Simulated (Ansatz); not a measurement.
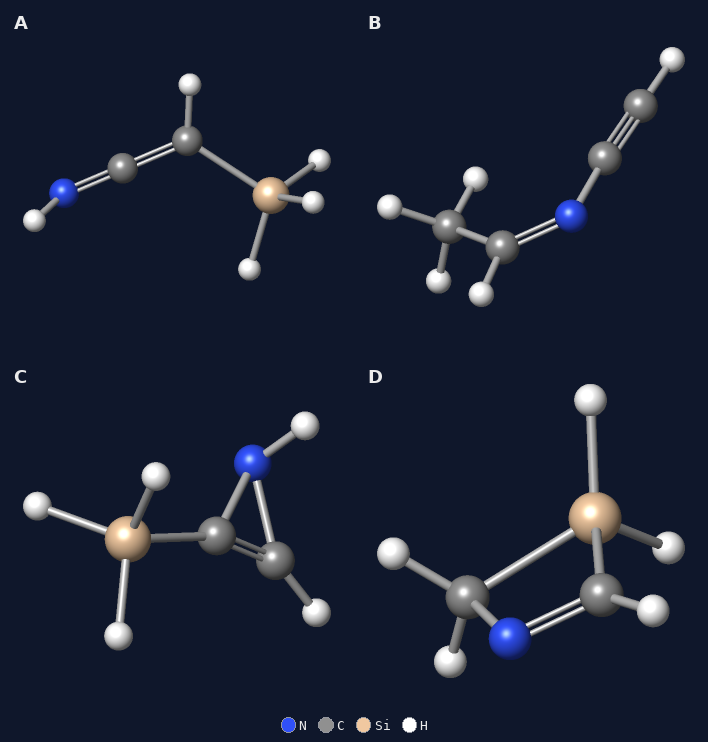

(Drawn from a calculation with Ansatz.)

Which panel belongs to which SMILES?
(1) C1=NC[SiH2]1
(2) C#C/N=C\C
(3) N=C=C[SiH3]
(4) [SiH3]C1=CN1

A is (3), B is (2), C is (4), D is (1).
